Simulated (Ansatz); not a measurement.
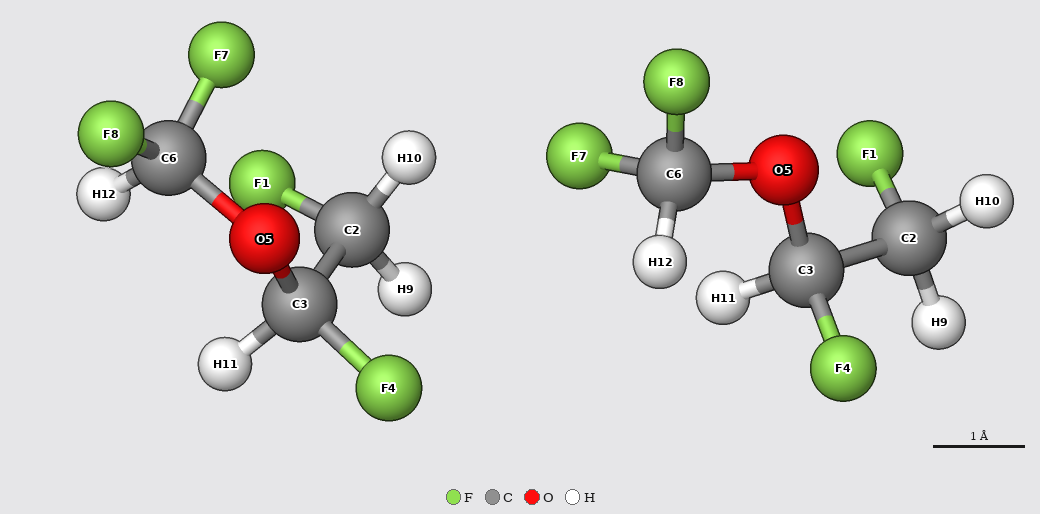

Two geometries of C3H4F4O (coarse preliminary run), drawn at one scale. One is the start of a relaxation, the other its converged end. A ball-and-stick model, seen from a free direction.

Level of theory: RKS PBE-D4/def2-SVP (Ansatz 0.2.0). Set-up: force threshold 0.03 eV/Å; at most 200 steps.

**Which geometry has the lower energy?**

The right one is the relaxed one. The start comes from a force field. F7 moves most after the best rigid fit: 2.10 Å. Largest moves by element: F 2.10 Å, H 1.81 Å, O 1.00 Å, C 0.50 Å. Some distances before and after: F1–C2 1.296 → 1.376 Å, C3–F4 1.438 → 1.388 Å, C2–H10 1.075 → 1.113 Å, C6–F8 1.379 → 1.342 Å. Bond angles that change, for instance: C2–C3–O5 115.9° → 108.6°, F4–C3–O5 102.6° → 109.9°, C3–O5–C6 109.6° → 115.2°. Groups turn about C3–O5 by about 100°. After 32 accepted moves (34 points after the start) the energy has fallen by 0.630 eV. Largest force component: 3.5 eV/Å at the start, 0.027 eV/Å at the end. The line search rejected the trial steps at points 10, 11 of the run. The forces were under the threshold at step 12, but the run went on from there.
